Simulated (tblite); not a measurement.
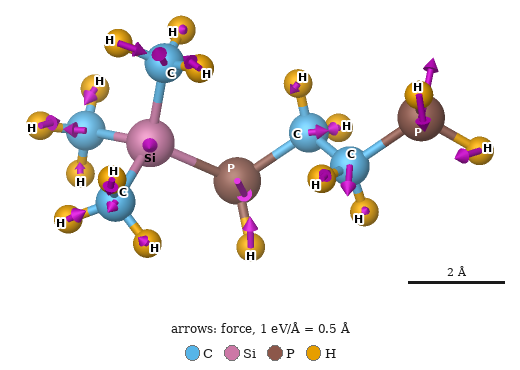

Starting geometry of C₅H₁₆P₂Si with the computed forces as purple arrows. Style: ball-and-stick. Shown face on.

Theory: tblite, GFN2-xTB geometry optimisation, gas phase. 

What follows when this structure is relaxed?

Answer. It isn't relaxed: the largest force vector, on a P atom, is 2.73 eV/Å. The final displacements have little in common with the starting forces (cosine between the two patterns 0.19). An H atom moves most after the best rigid fit: 1.59 Å. By element the largest moves are H 1.59 Å, P 0.79 Å, C 0.71 Å, Si 0.21 Å. Some distances before and after: P–Si 2.187 → 2.273 Å, H–P 1.474 → 1.395 Å, H–P 1.452 → 1.392 Å, C–H 1.127 → 1.085 Å. Bond angles that change, for instance: H–P–H 112.9° → 92.0°, Si–P–H 114.8° → 95.8°, C–P–H 111.8° → 95.4°. Groups turn about C–Si by about 25°. The energy falls by 190.0 kJ/mol in 222 geometry steps.
